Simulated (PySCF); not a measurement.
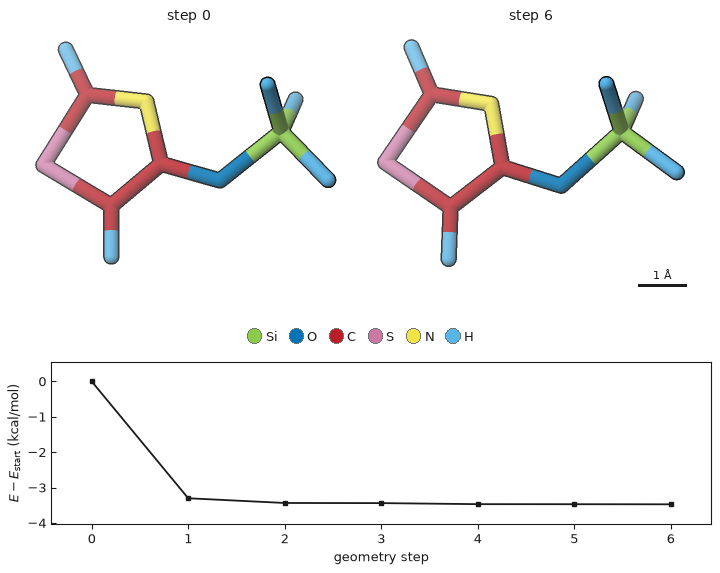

First and last geometry of a relaxation of C3H5NOSSi, with the history of the run. The picture is a stick view, seen at a tilt.

The start comes from GFN2-xTB.

Theory: PBE0-D3(BJ)/def2-SVP geometry optimisation, gas phase in PySCF. 

Question: What do the curves and the structures tell?

Answer: It converged. Over 6 geometry steps the energy falls by 3.47 kcal/mol. An H atom moves most after the best rigid fit: 0.21 Å. Largest moves by element: H 0.21 Å, O 0.11 Å, N 0.08 Å, C 0.07 Å, S 0.06 Å, Si 0.04 Å. Among the contacts that change: O–Si 1.646 → 1.700 Å, H–Si 1.456 → 1.488 Å, C–H 1.071 → 1.092 Å, C–N 1.284 → 1.300 Å. Bond angles that change, for instance: O–Si–H 97.0° → 102.8°, Si–O–C 125.9° → 121.0°, H–Si–H 114.1° → 110.1°.
